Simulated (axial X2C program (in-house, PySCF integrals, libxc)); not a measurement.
# All-electron X2C curves of AuSi⁺

Aim: find the lowest determinant of AuSi⁺, scan the bond at several levels and fit the constants, once spin-free and once with spin–orbit coupling.

The runs use an in-house X2C program for linear molecules on PySCF integrals; all-electron X2C, Au dyall-cv3z, Si dyall-v3z.

All values are calculated.

**1. Input**

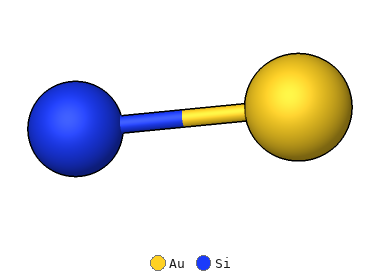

The two atoms at 2.400 Å (gold amber, silicon blue).

task.json reads:

```json
{"zs": [79, 14], "q": 1, "bas": ["dyall-cv3z", "dyall-v3z"], "levels": ["PBE0", "HF", "BHandHLYP"], "cc": true, "r0": 2.4, "thr": -2.0, "nmax": 90, "npts": 10, "nst": 2, "ntry": 6}
```

Keys: zs atomic numbers; q charge; bas basis sets; levels methods (HF also brings MP2); cc coupled cluster on or off; r0 starting distance in Å; thr threshold in hartree for freezing inner shells (an s shell follows its p shell); nmax most natural virtual spinors; npts points asked for on the curve; nst determinants followed; ntry starts of the search.

Command:

```bash
$ python so2c.py task.json out
```

Spin-free means the one-electron spin-free X2C Hamiltonian; two-component (2c) means X2C with spin–orbit coupling and atomic mean-field two-electron Coulomb and Gaunt terms. Basis: Au dyall-cv3z contracted to [13s14p9d6f4g], Si dyall-v3z contracted to [8s7p2d1f]; Gaussian nuclei, density fitting. Masses: Au 196.967 u, Si 27.977 u.

Notation: σ, π±, δ± give the projection m of an orbital's angular momentum (0, ±1, ±2), α and β its spin, Λ and M_S the sums; ω is the projection of a spinor's total angular momentum and Ω the sum. Logs are in hartree.

The results follow Hamiltonian by Hamiltonian and level by level.

**2. Which state to follow**

PBE0 moves the distance from 2.400 Å to 2.204 Å and compares determinants there.

Spin-free determinants:

```
ΔE (eV)           state                               open shells
   0.00  M_S = 0, Λ = 0                              closed shell
   1.53  M_S = 1, Λ = 1             beyond closed shells: σα, π+α
   1.76  M_S = 0, Λ = 1             beyond closed shells: σα, π+β
   3.51  M_S = 1, Λ = 0              beyond closed shells: 2 × σα
   3.96  M_S = 1, Λ = 0            beyond closed shells: π+α, π-α
   4.36  M_S = 1, Λ = 3  beyond closed shells: π+α, δ+α, δ+β, δ-α
   4.41  M_S = 0, Λ = 1  beyond closed shells: π-β, δ+α, δ+β, δ-α
```

Two-component determinants:

| ΔE (eV) | state | open shells |
| --- | --- | --- |
| 0.00 | Ω = 0 | closed shell |
| 1.62 | Ω = 2 | excess of +ω over −ω: ω = 1/2, ω = 3/2 |
| 1.70 | Ω = 1 | excess of +ω over −ω: 2 × ω = 1/2 |
| 1.86 | Ω = 1 | excess of +ω over −ω: ω = -1/2, ω = 3/2 |
| 3.68 | Ω = 2 | excess of +ω over −ω: ω = -1/2, ω = 5/2 |
| 3.72 | Ω = 3 | excess of +ω over −ω: ω = 1/2, ω = 5/2 |
| 3.88 | Ω = 4 | excess of +ω over −ω: ω = 3/2, ω = 5/2 |

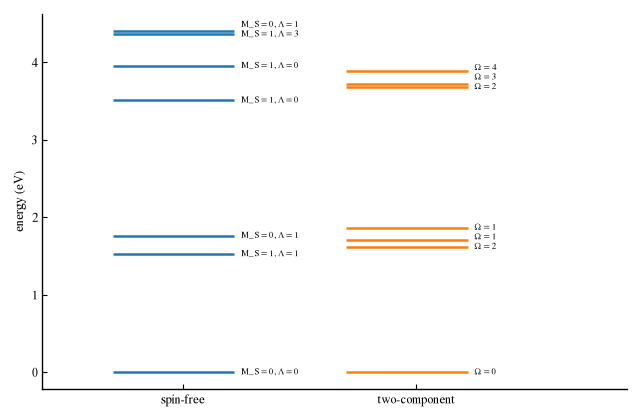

The determinants found, each set from its own lowest.

**3. PBE0, spin-free**

State followed: M_S = 0, Λ = 0 (closed shell). The scan is laid around 2.204 Å, a first estimate of the minimum, and this SCF restarts from the orbitals of the search.

The SCF at the reference distance of 2.204 Å:

```text
spin-free X2C-1e  PBE0
basis functions 224  fitting functions 1151  grid points 5078
iter        total energy     max residual
   1     -19304.271383280     8.84e-05
   2     -19304.271383337     1.99e-05
   3     -19304.271383344     1.57e-05
converged
one-electron -26973.63673600  Coulomb 7793.96599647  exact exchange -96.02838521  xc functional -294.12125828  nuclear repulsion 265.54899967
```

Along the bond, energies from the lowest point:

| R (Å) | E (eV) | μ (D) | HOMO (eV) | LUMO (eV) | iterations |
| --- | --- | --- | --- | --- | --- |
| 1.917 | 0.9915 | 3.36 | -13.17 | -9.17 | 50 |
| 2.006 | 0.3987 | 3.74 | -13.15 | -9.22 | 42 |
| 2.072 | 0.1514 | 4.04 | -13.12 | -9.26 | 58 |
| 2.138 | 0.0289 | 4.36 | -13.07 | -9.30 | 49 |
| 2.204 | 0.0000 | 4.69 | -13.01 | -9.34 | 3 |
| 2.281 | 0.0538 | 5.07 | -12.93 | -9.39 | 51 |
| 2.358 | 0.1737 | 5.46 | -12.84 | -9.44 | 46 |
| 2.458 | 0.3918 | 5.95 | -12.72 | -9.49 | 49 |
| 2.579 | 0.7114 | 6.52 | -12.56 | -9.55 | 44 |

Dipoles are positive if Si is the positive end and refer to the centre of mass.

Outer orbitals at the reference distance:

```json
{"symmetry": "σα", "occupied": "yes", "ε (eV)": "-20.46", "atomic character": "53% Si s, 24% Au d, 11% Au s"}
{"symmetry": "π-α", "occupied": "yes", "ε (eV)": "-16.18", "atomic character": "91% Au d, 6% Si p, 2% Si d"}
{"symmetry": "π+α", "occupied": "yes", "ε (eV)": "-16.18", "atomic character": "91% Au d, 6% Si p, 2% Si d"}
{"symmetry": "σα", "occupied": "yes", "ε (eV)": "-15.87", "atomic character": "64% Au d, 19% Si s, 11% Si p"}
{"symmetry": "δ-α", "occupied": "yes", "ε (eV)": "-15.33", "atomic character": "100% Au d"}
{"symmetry": "δ+α", "occupied": "yes", "ε (eV)": "-15.33", "atomic character": "100% Au d"}
{"symmetry": "σα", "occupied": "yes", "ε (eV)": "-13.01", "atomic character": "46% Si p, 39% Au s, 9% Au d"}
{"symmetry": "π+α", "occupied": "no", "ε (eV)": "-9.34", "atomic character": "75% Si p, 11% Au p, 9% Au d"}
{"symmetry": "π-α", "occupied": "no", "ε (eV)": "-9.34", "atomic character": "75% Si p, 11% Au p, 9% Au d"}
{"symmetry": "σα", "occupied": "no", "ε (eV)": "-7.45", "atomic character": "41% Au p, 27% Au s, 23% Si p"}
{"symmetry": "π-α", "occupied": "no", "ε (eV)": "-4.53", "atomic character": "73% Au p, 16% Si d, 7% Si p"}
```

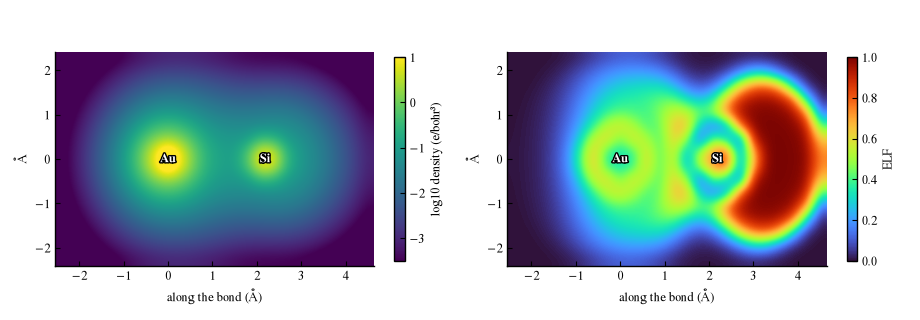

PBE0 fields in a plane through the axis, from a grid of 0.3 Å; Au lies at z = 0 and Si at z = 2.204 Å; the ELF is damped to zero where the density is low.

Re = 2.195 Å, ωe = 429 cm⁻¹, ωexe = 1.46 cm⁻¹, Be = 0.1428 cm⁻¹, De = 3.84 eV, μ = 4.64 D.

**4. HF, spin-free**

Output at 2.204 Å:

```text
spin-free X2C-1e  HF
basis functions 224  fitting functions 1151  grid points 5078
iter        total energy     max residual
   1     -19298.235280691     1.11e+00
   2     -19298.279462305     1.72e-02
   3     -19298.281726946     1.47e-01
   4     -19298.284252806     2.77e-02
   5     -19298.284482171     1.91e-03
   6     -19298.284520815     4.18e-03
   7     -19298.284526214     6.85e-04
   8     -19298.284526654     8.04e-05
   9     -19298.284526705     7.33e-05
  10     -19298.284526713     2.51e-05
  11     -19298.284526714     4.93e-06
  12     -19298.284526714     3.23e-06
  13     -19298.284526714     5.04e-07
converged
one-electron -26977.33657084  Coulomb 7797.88614479  exact exchange -384.38310034  xc functional 0.00000000  nuclear repulsion 265.54899967
```

Re = 2.290 Å, ωe = 345 cm⁻¹, ωexe = 1.52 cm⁻¹, Be = 0.1312 cm⁻¹, De = 2.15 eV, μ = 3.89 D.

**5. BHandHLYP, spin-free**

The SCF at the reference distance of 2.204 Å:

```text
spin-free X2C-1e  BHandHLYP
basis functions 224  fitting functions 1151  grid points 5078
iter        total energy     max residual
   1     -19304.392823107     3.86e-01
   2     -19304.396806204     6.69e-03
   3     -19304.397369817     3.77e-02
   4     -19304.397482365     4.57e-03
   5     -19304.397490040     5.52e-03
   6     -19304.397496716     4.16e-04
   7     -19304.397496797     7.65e-05
   8     -19304.397496805     1.54e-05
converged
one-electron -26975.20450180  Coulomb 7795.60607521  exact exchange -192.10521931  xc functional -198.24285058  nuclear repulsion 265.54899967
```

Re = 2.215 Å, ωe = 406 cm⁻¹, ωexe = 1.54 cm⁻¹, Be = 0.1402 cm⁻¹, De = 3.30 eV, μ = 4.60 D.

**6. Correlated methods, spin-free**

Correlated methods: 14 electrons correlated (frozen shells, counted by type: Au 5 s, 4 p, 2 d, 1 f; Si 2 s, 1 p), 260 virtual spinors in MP2, 88 natural virtuals in coupled cluster.

Output of the correlated part at 2.204 Å:

```text
correlated 14  virtual 260  natural virtual 88  E(MP2) -0.485240168  MP2 remainder -0.034256254
iter   CCSD correlation   residual
   1     -0.412255062   1.98e-01
   2     -0.428575987   8.80e-02
   3     -0.433494062   3.90e-02
   4     -0.433606513   1.55e-02
   5     -0.433833649   6.43e-03
   6     -0.433945707   2.47e-03
   7     -0.433943060   9.36e-04
   8     -0.433944362   2.43e-04
   9     -0.433948609   8.80e-05
  10     -0.433947656   3.23e-05
  11     -0.433947634   1.13e-05
  12     -0.433947494   4.15e-06
  13     -0.433947404   1.78e-06
  14     -0.433947403   6.67e-07
(T) -0.021023015  T1 0.0467  D1 0.1068  max T2 0.067
```

T1 in the output is the amplitude norm over the root of the electron number; divide by √2 for the Lee–Taylor value.

MP2: Re = 2.151 Å, ωe = 472 cm⁻¹, Be = 0.1487 cm⁻¹, De = 3.87 eV.

CCSD: Re = 2.200 Å, ωe = 434 cm⁻¹, ωexe = 1.68 cm⁻¹, Be = 0.1421 cm⁻¹, De = 3.63 eV. T1 at Re = 0.033 (Lee–Taylor, the printed value over √2).

CCSD(T): Re = 2.192 Å, ωe = 449 cm⁻¹, ωexe = 1.63 cm⁻¹, Be = 0.1432 cm⁻¹, De = 3.77 eV. T1 at Re = 0.033 (Lee–Taylor, the printed value over √2).

**7. A higher determinant, spin-free**

State: M_S = 1, Λ = 1 (beyond closed shells: σα, π+α).

Output at the reference distance:

```text
spin-free X2C-1e  PBE0
basis functions 224  fitting functions 1151  grid points 5078
iter        total energy     max residual
   1     -19304.215326828     4.28e-05
   2     -19304.215326842     4.33e-05
   3     -19304.215326849     8.95e-06
converged
one-electron -26972.84072781  Coulomb 7793.26980390  exact exchange -96.04748971  xc functional -294.14591290  nuclear repulsion 265.54899967
```

| R (Å) | E above the lowest PBE0 point (eV) |
| --- | --- |
| 1.917 | 2.707 |
| 2.006 | 2.080 |
| 2.072 | 1.793 |
| 2.138 | 1.618 |
| 2.204 | 1.525 |
| 2.281 | 1.493 |
| 2.358 | 1.516 |
| 2.458 | 1.597 |
| 2.579 | 1.739 |

Re = 2.283 Å, ωe = 318 cm⁻¹, ωexe = 1.88 cm⁻¹, Be = 0.1321 cm⁻¹, μ = 3.48 D. Te = 1.49 eV.

**8. The spin-free curves together**

Energy (eV) of the followed determinant, spin-free, from each level's lowest point:

| R (Å) | PBE0 | HF | MP2 | CCSD | CCSD(T) | BHandHLYP |
| --- | --- | --- | --- | --- | --- | --- |
| 1.917 | 0.992 | 1.382 | 0.801 | n/a | n/a | 1.067 |
| 2.006 | 0.399 | 0.690 | 0.268 | 0.427 | 0.406 | 0.455 |
| 2.072 | 0.151 | 0.363 | 0.070 | 0.168 | 0.153 | 0.191 |
| 2.138 | 0.029 | 0.158 | 0.000 | 0.036 | 0.027 | 0.049 |
| 2.204 | 0.000 | 0.045 | 0.024 | 0.000 | 0.000 | 0.000 |
| 2.281 | 0.054 | 0.000 | 0.137 | 0.049 | 0.063 | 0.029 |
| 2.358 | 0.174 | 0.022 | 0.313 | 0.168 | 0.197 | 0.122 |
| 2.458 | 0.392 | 0.116 | 0.596 | 0.378 | 0.424 | 0.305 |
| 2.579 | 0.711 | 0.293 | 0.982 | n/a | n/a | 0.582 |

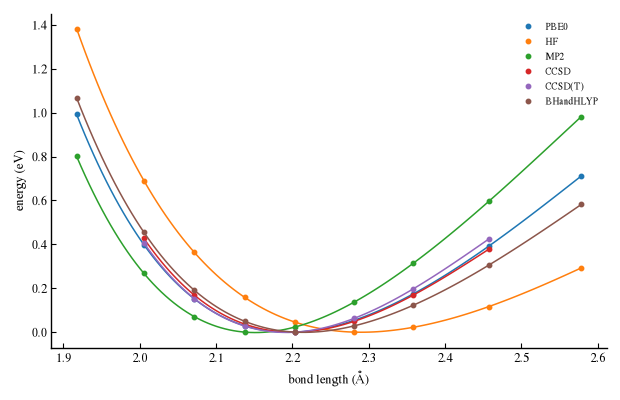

Curves of the followed state, spin-free, each from its own lowest point.

**9. PBE0, 2c**

State followed: Ω = 0 (closed shell). The scan is laid around 2.204 Å, a first estimate of the minimum, and this SCF restarts from the orbitals of the search.

The SCF at the reference distance of 2.204 Å:

```text
two-component X2C + atomic mean field  PBE0
basis functions 224  fitting functions 1151  grid points 5078
iter        total energy     max residual
   1     -19306.696923381     1.97e-05
   2     -19306.696923381     1.30e-06
converged
one-electron -26955.38637164  Coulomb 7790.99246006  exact exchange -96.00871450  xc functional -294.13048045  nuclear repulsion 265.54899967  atomic mean-field constant -17.71281652
```

Along the bond, energies from the lowest point:

| R (Å) | E (eV) | μ (D) | HOMO (eV) | LUMO (eV) | iterations |
| --- | --- | --- | --- | --- | --- |
| 1.917 | 1.0001 | 3.33 | -13.18 | -9.33 | 59 |
| 2.006 | 0.4038 | 3.70 | -13.16 | -9.35 | 52 |
| 2.072 | 0.1544 | 4.00 | -13.13 | -9.36 | 64 |
| 2.138 | 0.0301 | 4.31 | -13.08 | -9.39 | 56 |
| 2.204 | 0.0000 | 4.63 | -13.02 | -9.41 | 2 |
| 2.281 | 0.0530 | 5.02 | -12.94 | -9.45 | 61 |
| 2.358 | 0.1727 | 5.41 | -12.85 | -9.48 | 57 |
| 2.458 | 0.3917 | 5.90 | -12.73 | -9.52 | 62 |
| 2.579 | 0.7141 | 6.47 | -12.56 | -9.57 | 56 |

Dipoles are positive if Si is the positive end and refer to the centre of mass.

Outer spinors at the reference distance:

```
  ω  occupied  ε (eV)              atomic character     λ mixture
1/2       yes  -20.49  51% Si s, 26% Au d, 10% Au s   99% σ, 1% π
1/2       yes  -16.94    83% Au d, 8% Si s, 4% Si p  71% π, 29% σ
3/2       yes  -16.63             96% Au d, 2% Si p  54% δ, 46% π
1/2       yes  -15.53  70% Au d, 12% Si s, 12% Si p  72% σ, 28% π
3/2       yes  -15.39             93% Au d, 4% Si p  54% π, 46% δ
5/2       yes  -14.78                     100% Au d        100% δ
1/2       yes  -13.02   46% Si p, 39% Au s, 9% Au d   99% σ, 1% π
1/2        no   -9.41   74% Si p, 13% Au p, 8% Au d   99% π, 1% σ
3/2        no   -9.25  75% Si p, 10% Au p, 10% Au d        100% π
1/2        no   -7.49  41% Au p, 26% Au s, 24% Si p   98% σ, 2% π
1/2        no   -4.77   71% Au p, 17% Si d, 8% Si p   98% π, 2% σ
```

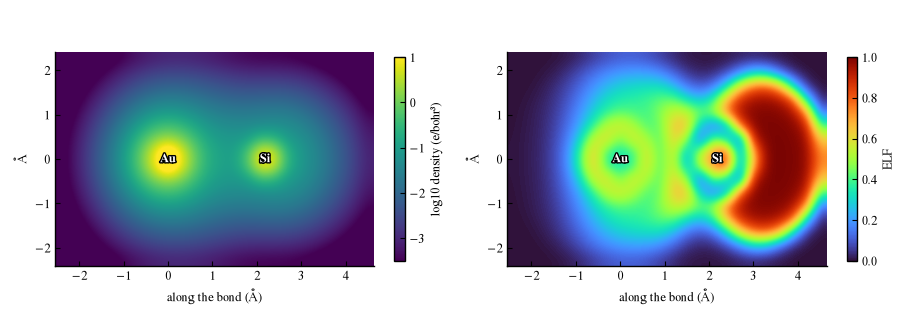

PBE0 fields in a plane through the axis, from a grid of 0.3 Å; Au lies at z = 0 and Si at z = 2.204 Å; the ELF is damped to zero where the density is low.

Re = 2.196 Å, ωe = 430 cm⁻¹, ωexe = 1.43 cm⁻¹, Be = 0.1427 cm⁻¹, De = 3.89 eV, μ = 4.59 D.

**10. HF, 2c**

The SCF at the reference distance of 2.204 Å:

```text
two-component X2C + atomic mean field  HF
basis functions 224  fitting functions 1151  grid points 5078
iter        total energy     max residual
   1     -19300.592586442     1.11e+00
   2     -19300.637047878     1.90e-02
   3     -19300.639351870     1.47e-01
   4     -19300.641918617     2.83e-02
   5     -19300.642168061     2.18e-03
   6     -19300.642212322     4.50e-03
   7     -19300.642218790     7.93e-04
   8     -19300.642219567     9.66e-05
   9     -19300.642219847     2.82e-04
  10     -19300.642220006     1.81e-04
  11     -19300.642220107     2.24e-05
  12     -19300.642220129     3.56e-05
  13     -19300.642220134     1.68e-05
  14     -19300.642220135     1.80e-06
converged
one-electron -26959.09748744  Coulomb 7794.92262249  exact exchange -384.30353834  xc functional 0.00000000  nuclear repulsion 265.54899967  atomic mean-field constant -17.71281652
```

Re = 2.286 Å, ωe = 350 cm⁻¹, ωexe = 1.52 cm⁻¹, Be = 0.1317 cm⁻¹, De = 2.12 eV, μ = 3.86 D.

**11. BHandHLYP, 2c**

The SCF at the reference distance of 2.204 Å:

```text
two-component X2C + atomic mean field  BHandHLYP
basis functions 224  fitting functions 1151  grid points 5078
iter        total energy     max residual
   1     -19306.799546110     3.85e-01
   2     -19306.803562654     6.70e-03
   3     -19306.804137800     3.80e-02
   4     -19306.804254772     4.81e-03
   5     -19306.804263449     5.79e-03
   6     -19306.804270632     4.99e-04
   7     -19306.804270737     7.68e-05
   8     -19306.804270748     2.47e-05
   9     -19306.804270749     8.22e-06
converged
one-electron -26956.96084242  Coulomb 7792.63886894  exact exchange -192.06580843  xc functional -198.25267198  nuclear repulsion 265.54899967  atomic mean-field constant -17.71281652
```

Re = 2.215 Å, ωe = 409 cm⁻¹, ωexe = 1.51 cm⁻¹, Be = 0.1403 cm⁻¹, De = 3.34 eV, μ = 4.56 D.

**12. MP2 and beyond, 2c**

Correlated methods: 14 electrons correlated (frozen shells, counted by type: Au 5 s, 4 p, 2 d, 1 f; Si 2 s, 1 p), 260 virtual spinors in MP2, 90 natural virtuals in coupled cluster.

Output of the correlated part at 2.204 Å:

```text
correlated 14  virtual 260  natural virtual 90  E(MP2) -0.485082525  MP2 remainder -0.032942256
iter   CCSD correlation   residual
   1     -0.413324264   1.98e-01
   2     -0.429649922   8.85e-02
   3     -0.434633714   3.94e-02
   4     -0.434756417   1.59e-02
   5     -0.434996610   6.80e-03
   6     -0.435118188   2.74e-03
   7     -0.435116460   1.15e-03
   8     -0.435119607   4.68e-04
   9     -0.435124253   2.91e-04
  10     -0.435123649   1.75e-04
  11     -0.435121991   8.00e-05
  12     -0.435122223   3.24e-05
  13     -0.435121563   1.59e-05
  14     -0.435121494   6.55e-06
  15     -0.435121519   3.02e-06
  16     -0.435121494   1.40e-06
  17     -0.435121495   6.38e-07
(T) -0.021373317  T1 0.0474  D1 0.1084  max T2 0.064
```

MP2: Re = 2.152 Å, ωe = 474 cm⁻¹, Be = 0.1486 cm⁻¹, De = 3.89 eV.

CCSD: Re = 2.202 Å, ωe = 437 cm⁻¹, Be = 0.1419 cm⁻¹, De = 3.66 eV. T1 at Re = 0.034 (Lee–Taylor, the printed value over √2).

CCSD(T): Re = 2.195 Å, ωe = 449 cm⁻¹, Be = 0.1429 cm⁻¹, De = 3.79 eV. T1 at Re = 0.033 (Lee–Taylor, the printed value over √2).

**13. A higher determinant, 2c**

State: Ω = 2 (excess of +ω over −ω: ω = 1/2, ω = 3/2).

Output at the reference distance:

```text
two-component X2C + atomic mean field  PBE0
basis functions 224  fitting functions 1151  grid points 5078
iter        total energy     max residual
   1     -19306.637374544     4.37e-05
   2     -19306.637374545     5.56e-06
converged
one-electron -26954.66537843  Coulomb 7790.37686417  exact exchange -96.02855708  xc functional -294.15648636  nuclear repulsion 265.54899967  atomic mean-field constant -17.71281652
```

| R (Å) | E above the lowest PBE0 point (eV) |
| --- | --- |
| 1.917 | 2.842 |
| 2.006 | 2.201 |
| 2.072 | 1.904 |
| 2.138 | 1.720 |
| 2.204 | 1.620 |
| 2.281 | 1.580 |
| 2.358 | 1.596 |
| 2.458 | 1.670 |
| 2.579 | 1.805 |

Re = 2.293 Å, ωe = 313 cm⁻¹, ωexe = 1.84 cm⁻¹, Be = 0.1309 cm⁻¹, μ = 3.46 D. Te = 1.58 eV.

**14. The 2c curves together**

Energy (eV) of the followed determinant, 2c, from each level's lowest point:

| R (Å) | PBE0 | HF | MP2 | CCSD | CCSD(T) | BHandHLYP |
| --- | --- | --- | --- | --- | --- | --- |
| 1.917 | 1.000 | 1.374 | 0.807 | n/a | n/a | 1.071 |
| 2.006 | 0.404 | 0.682 | 0.271 | 0.428 | 0.410 | 0.457 |
| 2.072 | 0.154 | 0.355 | 0.072 | 0.169 | 0.155 | 0.191 |
| 2.138 | 0.030 | 0.152 | 0.000 | 0.037 | 0.029 | 0.049 |
| 2.204 | 0.000 | 0.042 | 0.023 | 0.000 | 0.000 | 0.000 |
| 2.281 | 0.053 | 0.000 | 0.136 | 0.048 | 0.060 | 0.029 |
| 2.358 | 0.173 | 0.026 | 0.313 | 0.173 | 0.200 | 0.125 |
| 2.458 | 0.392 | 0.126 | 0.599 | 0.385 | 0.430 | 0.311 |
| 2.579 | 0.714 | 0.309 | 0.990 | n/a | n/a | 0.592 |

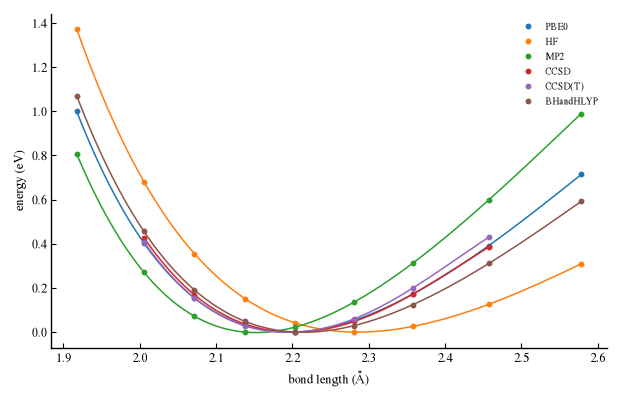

Curves of the followed state, 2c, each from its own lowest point.

The whole job took 3.6 min on 1 thread of AMD EPYC 9B45 (Zen 5), shared host; peak memory 0.95 GiB.

**15. What came out**

Lowest determinant that the search found at its distance, spin-free: M_S = 0, Λ = 0 (closed shell).

Lowest determinant that the search found at its distance, 2c: Ω = 0 (closed shell).

```csv
Hamiltonian,level,Re (Å),ωe (cm⁻¹),De (eV),μ (D)
spin-free,PBE0,2.195,429,3.84,4.64
spin-free,HF,2.290,345,2.15,3.89
spin-free,MP2,2.151,472,3.87,n/a
spin-free,CCSD,2.200,434,3.63,n/a
spin-free,CCSD(T),2.192,449,3.77,n/a
spin-free,BHandHLYP,2.215,406,3.30,4.60
2c,PBE0,2.196,430,3.89,4.59
2c,HF,2.286,350,2.12,3.86
2c,MP2,2.152,474,3.89,n/a
2c,CCSD,2.202,437,3.66,n/a
2c,CCSD(T),2.195,449,3.79,n/a
2c,BHandHLYP,2.215,409,3.34,4.56
```

Dipoles are positive if Si is the positive end and refer to the centre of mass.

Time per point (s) on 1 thread of AMD EPYC 9B45 (Zen 5), shared host (2c runs; CCSD comes with the CCSD(T) run); the times are rough: PBE0 1.7, HF 1.2, MP2 1.4, CCSD(T) 5.4, BHandHLYP 1.8.

At CCSD(T), going from spin-free to two-component changes Re by +3 mÅ, ωe by +0.1 %, which is small (part of it comes from the scalar share of the two-electron terms). De moves by +0.03 eV; both De rest on single-determinant atoms, which can miss part of an open shell's spin–orbit lowering.

De refers to Au + Si+, each in the lowest determinant found, which need not be this curve's own limit. The state is a single determinant with fixed occupations, the lowest that a limited PBE0 search found. The closed shell is kept restricted; where the fragments are open shells, the energy then runs too high at long range. De is counted from the lowest determinant-based energies of the atoms at the same level, without counterpoise correction. CCSD and (T) use frozen natural virtuals with an MP2 correction for the truncation. T1 at Re is 0.034 (Lee–Taylor), above the customary mark of 0.02.
